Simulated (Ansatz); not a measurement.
```
C Cu
1.0
     7.39800    0.00000    0.00000
    -3.69900    6.40686    0.00000
     0.00000    0.00000   12.00000
C Cu
18 1
Cartesian
  7.3839 0.0045 1.0091
  1.2212 0.7318 0.9802
  6.1464 2.1672 1.0985
  -0.0141 2.8758 1.0099
  4.9180 4.2855 0.9755
  -1.2516 4.9977 0.9786
  2.4473 0.0183 0.9730
  3.6735 0.7319 0.9808
  1.2212 2.1488 0.9804
  2.4473 2.8625 0.9728
  -0.0234 4.2857 0.9751
  1.2189 5.0019 0.9748
  4.9089 0.0046 1.0094
  6.1463 0.7131 1.0979
  3.6736 2.1487 0.9810
  4.9088 2.8758 1.0103
  2.4473 4.2896 0.9784
  3.6757 5.0018 0.9746
  6.1473 1.4392 3.1000
```

Spin-polarised.

All numbers below come from DFT PBE, scalar-relativistic, plane waves, PAW in Ansatz 0.2.0.

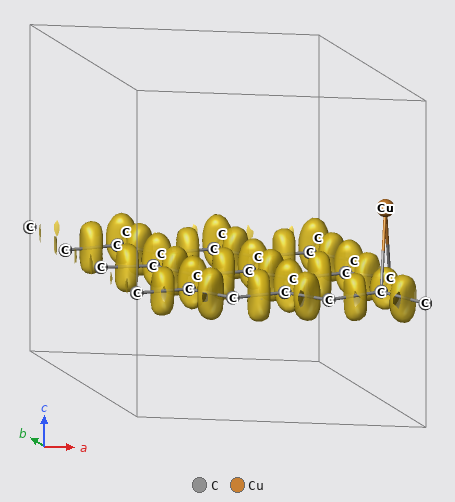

CuC18 (slab). Isosurface of the electron localisation function at 0.8 (yellow), seen slightly off an axis. Only the valence region is drawn (cores and ρ < 0.01 e/Å³ removed). Sticks mark near contacts.

Core electrons are frozen (PAW), and the valence fields are smoothed inside the atomic spheres.

> Where are the electrons localised?

The surface consists of 27 regions between bonded C–C atoms, counted in one cell of 19 atoms. Counts are for one cell; the picture repeats the cell along the surface. Along the contacts the grid gives the following. C–C (1.41 Å): the ELF peaks at about 0.95 between the atoms. Cu–C (2.13 Å): the ELF peaks at about 0.70 in the valence shell of C, 0.7 Å from its nucleus, and is about 0.25 at the midpoint.
